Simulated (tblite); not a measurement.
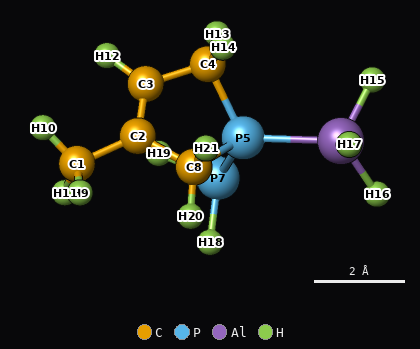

*The input geometry (ball-and-stick view, seen at a tilt; atoms are numbered from 1 in the order of the input). Sticks mark near contacts.*

Bond lengths as drawn: Al–H 1.59 to 1.60 Å, Al–P 2.23 Å, C–C 1.29 to 1.51 Å, C–H 1.09 to 1.13 Å, C–P 1.81 to 1.82 Å, H–P 1.45 to 1.48 Å and P–P 2.16 Å.

## C5H13AlP2: geometry relaxation

- system: C5H13AlP2
- method: GFN2-xTB geometry optimisation, gas phase (tblite 0.8.0)

It belongs to a series of runs on one base structure; here: phosphine turned into its AlH3 adduct.

The program's output:
```
step      E/eV     max force
  0    -636.24399    4.736
  1    -636.76871    3.040
  2    -637.21855    1.292
  3    -637.50926    0.798
  4    -637.63339    0.594
  5    -637.70124    0.519
  6    -637.74900    0.506
  7    -637.78818    0.409
  8    -637.81049    0.311
  9    -637.82949    0.309
 10    -637.84755    0.340
 11    -637.86398    0.369
 12    -637.88135    0.312
 13    -637.89827    0.293
 14    -637.91299    0.306
 15    -637.92473    0.272
 16    -637.93363    0.240
 17    -637.94134    0.194
 18    -637.94917    0.248
 19    -637.95684    0.251
 20    -637.96451    0.198
 21    -637.97276    0.206
 22    -637.98191    0.257
 23    -637.99100    0.271
 24    -637.99837    0.179
 25    -638.00384    0.136
 26    -638.00820    0.141
 27    -638.01198    0.180
 28    -638.01516    0.138
 29    -638.01778    0.112
 30    -638.02030    0.107
 31    -638.02364    0.158
 32    -638.02841    0.220
 33    -638.03364    0.206
 34    -638.03770    0.120
 35    -638.04043    0.092
 36    -638.04254    0.131
 37    -638.04516    0.154
 38    -638.04875    0.128
 39    -638.05263    0.149
 40    -638.05592    0.160
 41    -638.05879    0.171
 42    -638.06194    0.174
 43    -638.06525    0.165
 44    -638.06916    0.127
 45    -638.07183    0.095
 46    -638.07468    0.116
 47    -638.07780    0.167
 48    -638.08138    0.184
 49    -638.08462    0.144
 50    -638.08758    0.119
 51    -638.09039    0.151
 52    -638.09348    0.164
 53    -638.09672    0.147
 54    -638.09935    0.150
 55    -638.10102    0.116
 56    -638.10263    0.087
 57    -638.10411    0.101
 58    -638.10620    0.108
 59    -638.10906    0.133
 60    -638.11282    0.146
 61    -638.11643    0.152
 62    -638.11931    0.103
 63    -638.12097    0.205
 64    -638.12281    0.098
 65    -638.12447    0.086
 66    -638.12611    0.093
 67    -638.12744    0.091
 68    -638.12857    0.090
 69    -638.12960    0.080
 70    -638.13060    0.072
 71    -638.13175    0.082
 72    -638.13184    0.220
 73    -638.13409    0.099
 74    -638.13522    0.097
 75    -638.13781    0.141
 76    -638.13936    0.089
 77    -638.14119    0.090
 78    -638.14282    0.502
 79    -638.14818    0.090
 80    -638.15148    0.110
 81    -638.14798    0.766
 82    -638.15687    0.150
 83    -638.15980    0.169
 84    -638.16158    0.663
 85    -638.16866    0.138
 86    -638.17175    0.131
 87    -638.17533    0.382
 88    -638.17964    0.097
 89    -638.18204    0.089
 90    -638.18456    0.342
 91    -638.19012    0.103
 92    -638.19212    0.101
 93    -638.19392    0.260
 94    -638.19691    0.116
 95    -638.19883    0.104
 96    -638.20509    0.114
 97    -638.20790    0.128
 98    -638.21130    0.130
 99    -638.21422    0.101
100    -638.21593    0.185
101    -638.21835    0.145
102    -638.22096    0.079
103    -638.22405    0.090
104    -638.22624    0.095
105    -638.22822    0.087
106    -638.23026    0.082
107    -638.23189    0.075
108    -638.23307    0.097
109    -638.23409    0.095
110    -638.23533    0.061
111    -638.23641    0.070
112    -638.23738    0.076
113    -638.23853    0.080
114    -638.24017    0.087
115    -638.24234    0.079
116    -638.24448    0.095
117    -638.24628    0.097
118    -638.24780    0.097
119    -638.24973    0.083
120    -638.25141    0.087
121    -638.25312    0.085
122    -638.25438    0.085
123    -638.25561    0.081
124    -638.25704    0.074
125    -638.25858    0.084
126    -638.25980    0.099
127    -638.26068    0.104
128    -638.26145    0.102
129    -638.26231    0.079
130    -638.26321    0.066
131    -638.26402    0.056
132    -638.26456    0.082
133    -638.26517    0.054
134    -638.26572    0.044
135    -638.26640    0.051
136    -638.26700    0.057
137    -638.26775    0.051
138    -638.26839    0.047
139    -638.26886    0.038
140    -638.26919    0.035
141    -638.26954    0.031
142    -638.26992    0.034
143    -638.27030    0.032
144    -638.27065    0.040
145    -638.27097    0.039
146    -638.27130    0.036
147    -638.27164    0.035
148    -638.27194    0.049
149    -638.27219    0.049
150    -638.27241    0.038
151    -638.27265    0.030
152    -638.27288    0.040
153    -638.27313    0.058
154    -638.27338    0.055
155    -638.27365    0.045
156    -638.27393    0.042
157    -638.27422    0.042
158    -638.27449    0.050
159    -638.27472    0.038
160    -638.27494    0.032
161    -638.27516    0.031
162    -638.27539    0.040
163    -638.27558    0.036
164    -638.27571    0.019
165    -638.27580    0.024
166    -638.27588    0.019
167    -638.27595    0.017
168    -638.27603    0.021
169    -638.27610    0.026
170    -638.27615    0.021
171    -638.27618    0.011
172    -638.27620    0.009
```

Trajectory as extended XYZ (Å, eV, eV/Å), 5 of the 173 frames kept, from step=0 to step=172:
```
21
Properties=species:S:1:pos:R:3:forces:R:3 step=0 energy=-636.24399
C    -2.6941   -0.7097   -0.6315    0.0640   0.9420  -0.3350
C    -1.3635   -0.4535    0.0260   -2.1120  -0.9460  -1.6760
C    -1.2218    0.1958    1.1358   -2.3180   1.7540   2.3110
C     0.1449    0.3521    1.6264    0.6210   0.2030   0.3080
P     1.0134    0.3292    0.0223   -0.4010   0.5670  -0.8890
Al    3.1674   -0.2285    0.1038    4.5670  -1.1410   0.5210
P     0.5718    2.1384   -1.0711    0.0710   1.7830   0.1550
C    -0.1048   -0.9708   -0.5541   -0.2750  -0.6820  -0.5400
H    -2.6327   -1.6458   -1.1879   -0.4370   0.1120   0.2560
H    -3.4893   -0.6537    0.1329    0.3260  -0.4070  -0.5890
H    -2.9032    0.1215   -1.3679    0.2170  -0.8420   0.5920
H    -2.0952    0.6374    1.6874    0.9510  -0.5590  -0.4350
H     0.3509    1.2420    2.2308   -0.0080  -0.3390   0.0620
H     0.4231   -0.6050    2.1086    0.3440   0.5160   0.3090
H     3.8183    0.3569    1.4457   -0.7230   0.1990  -0.0140
H     4.0505    0.3221   -1.0965   -0.7200   0.1690  -0.2090
H     3.2891   -1.8212    0.1839   -0.7500   0.1320  -0.1290
H     0.4517    1.8366   -2.4858   -0.5150  -0.4180   1.1350
H    -0.7622    2.5808   -0.6224    0.7200  -0.9580  -0.7570
H    -0.1299   -1.0834   -1.6512    0.0810  -0.1540   0.4090
H     0.1066   -1.9242   -0.0357    0.2970   0.0700  -0.4840
21
Properties=species:S:1:pos:R:3:forces:R:3 step=43 energy=-638.06525
C    -2.7835   -0.8083   -0.5523    0.0240  -0.0070   0.0110
C    -1.4568   -0.4618    0.0388    0.0020  -0.0540  -0.0020
C    -1.2571    0.1369    1.2045   -0.0360  -0.0080  -0.0240
C     0.1520    0.4914    1.5663   -0.0120  -0.0510  -0.0110
P     1.1042    0.3374   -0.0189   -0.0360   0.1070  -0.1200
Al    3.5161   -0.4147    0.2147   -0.0280   0.0730   0.0380
P     0.6168    2.2941   -0.8483    0.1070   0.0180   0.0670
C    -0.2155   -0.7480   -0.7641    0.0030   0.0550   0.0340
H    -2.8085   -1.8407   -0.8985    0.0360   0.0170   0.0350
H    -3.5823   -0.6534    0.1685    0.0200  -0.0190  -0.0080
H    -2.9627   -0.1635   -1.4134   -0.0580  -0.0370  -0.0330
H    -2.0592    0.3755    1.8838    0.0200   0.0250   0.0610
H     0.2336    1.5025    1.9747    0.0300   0.0260  -0.0120
H     0.5682   -0.1955    2.3060    0.0200  -0.0880   0.0820
H     3.7835    0.3392    1.5715   -0.0350  -0.0140  -0.0400
H     4.0438    0.2162   -1.1231   -0.0200  -0.0050   0.0090
H     3.2531   -1.9573    0.2641   -0.0640  -0.0240  -0.0020
H     0.8635    1.8566   -2.1474   -0.0190   0.0250  -0.0300
H    -0.7565    2.0454   -0.9324    0.0360  -0.0310  -0.0620
H    -0.3624   -0.5432   -1.8279    0.0730  -0.0080  -0.0200
H     0.1010   -1.7917   -0.6671   -0.0620  -0.0010   0.0280
21
Properties=species:S:1:pos:R:3:forces:R:3 step=86 energy=-638.17175
C    -2.7608   -1.1241   -0.3048    0.0180  -0.0290   0.0250
C    -1.4617   -0.4852    0.0649    0.0140   0.0230  -0.0320
C    -1.1389    0.0347    1.2404    0.0400  -0.0240  -0.0310
C     0.2695    0.5156    1.4082    0.0160  -0.0190  -0.0060
P     0.9968    0.5787   -0.2887    0.0390  -0.0210  -0.0090
Al    3.1488   -0.5395    0.3394   -0.0060   0.0380   0.0100
P     0.4528    2.6058   -0.8727    0.0060  -0.0130  -0.1300
C    -0.3601   -0.4930   -0.9642   -0.0020   0.0210  -0.0150
H    -2.6452   -2.2077   -0.2795   -0.0130  -0.0330  -0.0340
H    -3.5506   -0.8534    0.3903    0.0340   0.0410   0.0230
H    -3.0629   -0.8469   -1.3136    0.0160   0.0360   0.0310
H    -1.8141    0.0794    2.0813    0.0200   0.0130  -0.0290
H     0.3417    1.4838    1.9116   -0.0100  -0.0010  -0.0070
H     0.8652   -0.2071    1.9841   -0.0150  -0.0200   0.0710
H     3.3894    0.2877    1.6571   -0.0070   0.0030  -0.0180
H     4.0701   -0.2533   -0.8984   -0.0660  -0.0150   0.0180
H     2.4300   -1.9339    0.4874   -0.0100  -0.0070   0.0040
H     1.6592    2.8075   -1.5505   -0.0500   0.0010   0.1040
H    -0.1770    2.2082   -2.0536   -0.0020   0.0210   0.0200
H    -0.6961   -0.1331   -1.9414   -0.0130  -0.0510  -0.0010
H     0.0350   -1.5073   -1.0977   -0.0100   0.0370   0.0070
21
Properties=species:S:1:pos:R:3:forces:R:3 step=129 energy=-638.26231
C    -2.7420   -1.1161   -0.3027    0.0010  -0.0130   0.0020
C    -1.4231   -0.5249    0.0657   -0.0280   0.0170   0.0210
C    -1.1041    0.0496    1.2167    0.0020   0.0160   0.0230
C     0.2996    0.5529    1.3627   -0.0160  -0.0150  -0.0120
P     0.9763    0.5840   -0.3563    0.0050  -0.0220   0.0250
Al    3.0910   -0.5651    0.3109    0.0210   0.0200  -0.0460
P     0.0902    2.4560   -1.0143    0.0440   0.0230  -0.0610
C    -0.3122   -0.6021   -0.9494    0.0260   0.0330   0.0480
H    -2.6167   -2.1613   -0.5830   -0.0090  -0.0050  -0.0100
H    -3.4459   -1.0561    0.5223    0.0150   0.0180   0.0190
H    -3.1597   -0.5879   -1.1599   -0.0030  -0.0160   0.0070
H    -1.7854    0.1450    2.0490    0.0200  -0.0120  -0.0340
H     0.3559    1.5464    1.8205   -0.0300  -0.0380   0.0070
H     0.9085   -0.1324    1.9730   -0.0040   0.0280  -0.0350
H     3.4766    0.4157    1.4744   -0.0210   0.0220   0.0220
H     3.8578   -0.4854   -1.0499    0.0260  -0.0320  -0.0090
H     2.3600   -1.9025    0.7079   -0.0170  -0.0060   0.0020
H     1.2799    3.1571   -0.8062   -0.0420  -0.0050   0.0020
H     0.4076    2.2100   -2.3542    0.0210   0.0120   0.0520
H    -0.6473   -0.3590   -1.9619    0.0050  -0.0100   0.0050
H     0.1242   -1.6069   -0.9657   -0.0150  -0.0160  -0.0280
21
Properties=species:S:1:pos:R:3:forces:R:3 step=172 energy=-638.27620
C    -2.7510   -1.1828   -0.2415    0.0050   0.0010   0.0010
C    -1.4390   -0.5444    0.0694    0.0030   0.0020   0.0000
C    -1.0985    0.0318    1.2122    0.0020   0.0040  -0.0020
C     0.2873    0.5859    1.3195    0.0000   0.0010  -0.0020
P     0.9587    0.5705   -0.4013   -0.0020   0.0020   0.0000
Al    3.0638   -0.5721    0.2852   -0.0010  -0.0030  -0.0010
P     0.1702    2.4713   -1.0980    0.0030   0.0040   0.0030
C    -0.3674   -0.5770   -0.9895   -0.0040  -0.0020   0.0000
H    -2.6057   -2.2295   -0.5068   -0.0050   0.0030  -0.0020
H    -3.4199   -1.1250    0.6125   -0.0040  -0.0010  -0.0020
H    -3.2192   -0.6853   -1.0906   -0.0010  -0.0080   0.0030
H    -1.7547    0.0956    2.0662    0.0030   0.0040  -0.0030
H     0.3071    1.5940    1.7454   -0.0010  -0.0030   0.0010
H     0.9272   -0.0537    1.9459    0.0000   0.0020   0.0000
H     3.4478    0.5033    1.3696   -0.0010  -0.0010  -0.0040
H     3.8470   -0.6391   -1.0671    0.0010   0.0040   0.0030
H     2.2966   -1.8569    0.7818    0.0020  -0.0060   0.0010
H     1.2751    3.1631   -0.6010   -0.0030   0.0030   0.0010
H     0.7589    2.3287   -2.3555    0.0010  -0.0030   0.0020
H    -0.7416   -0.2754   -1.9728    0.0000  -0.0040   0.0020
H     0.0485   -1.5862   -1.0842    0.0020   0.0010  -0.0030
```

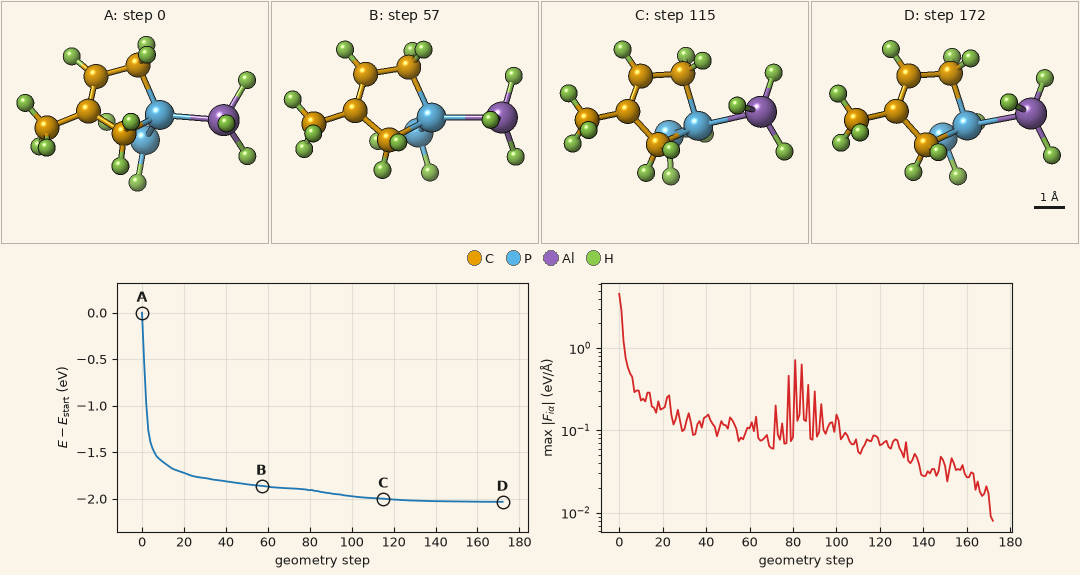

*Frames of the relaxation (ball-and-stick view, seen at a tilt) above the curves, on which the letters mark them (steps are counted from 0).*

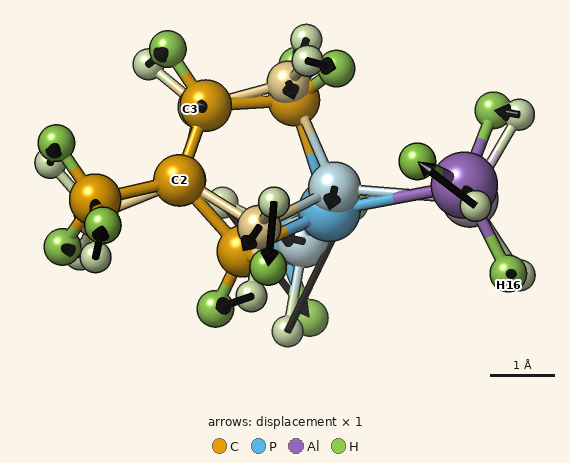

*Start (faint) and end (solid) with the displacements as black arrows, at true length (ball-and-stick view, seen at a tilt). The two geometries are laid on each other by the best rigid fit.*

H18 moves most after the best rigid fit: 2.51 Å. By element the largest moves are H 2.51 Å, C 0.65 Å, P 0.55 Å, Al 0.40 Å. Distances before and after: P5–Al6 2.227 → 2.492 Å, P7–H19 1.475 → 1.396 Å, P7–H18 1.452 → 1.395 Å, C3–H12 1.123 → 1.079 Å. Among the angles that change: Al6–P5–P7 115.2° → 142.8°, C4–P5–Al6 115.6° → 93.1°, P5–P7–H18 109.6° → 91.8°. After 172 geometry steps the energy has fallen by 2.032 eV. Largest force component: 4.6 eV/Å at the start, 0.008 eV/Å at the end. (Atoms are counted from 1 in the order of the input.)

This output came from the following input.

Input file:
```
{"job": {"kind": "relax", "xc": "GFN2-xTB", "basis": "xTB"}, "charge": 0, "multiplicity": 1}
C     -2.694100    -0.709700    -0.631500
C     -1.363500    -0.453500     0.026000
C     -1.221800     0.195800     1.135800
C      0.144900     0.352100     1.626400
P      1.013400     0.329200     0.022300
Al     3.167400    -0.228500     0.103800
P      0.571800     2.138400    -1.071100
C     -0.104800    -0.970800    -0.554100
H     -2.632700    -1.645800    -1.187900
H     -3.489300    -0.653700     0.132900
H     -2.903200     0.121500    -1.367900
H     -2.095200     0.637400     1.687400
H      0.350900     1.242000     2.230800
H      0.423100    -0.605000     2.108600
H      3.818300     0.356900     1.445700
H      4.050500     0.322100    -1.096500
H      3.289100    -1.821200     0.183900
H      0.451700     1.836600    -2.485800
H     -0.762200     2.580800    -0.622400
H     -0.129900    -1.083400    -1.651200
H      0.106600    -1.924200    -0.035700
```

The first line tells a small driver script what to run in tblite; the rest is the geometry in Å.

Command:
```bash
OMP_NUM_THREADS=1 python <driver script> task.json out
```

Summary:

| quantity | value |
| --- | --- |
| outcome | converged |
| total energy | −638.2762 eV |
| hardware | 1 CPU thread, shared host |
| wall time | 1.6 s |
| peak memory | 0.18 GiB |
